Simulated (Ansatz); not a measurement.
Start from BAs in the zinc blende structure (space group F-43m, No. 216; a = 4.784 Å). Axes: x, y, z lie along the cube axes.

It is then changed as follows: biaxial strain −0.42 %, plane normal [111], relaxed out of plane (Cartesian); in-plane vectors clamped, the third vector and the atoms free.

Level of theory: DFT with r2SCAN, PAW potentials and a 500 eV plane-wave cutoff in Ansatz (an electronic-structure program), without spin-orbit coupling.

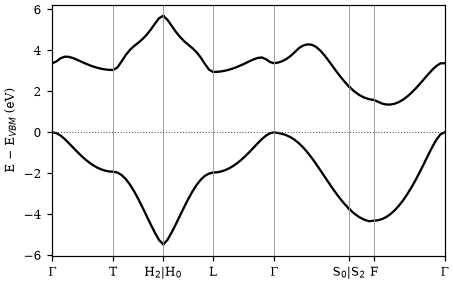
Highest valence and lowest conduction band along the path of the changed cell's own zone

Q: Read the changed gap and its character from the plot.

A: About 1.4 eV, indirect, Γ → F–Γ (18 % along).

Stability against distortions was not tested. k-point labels follow each cell's own Brillouin zone.
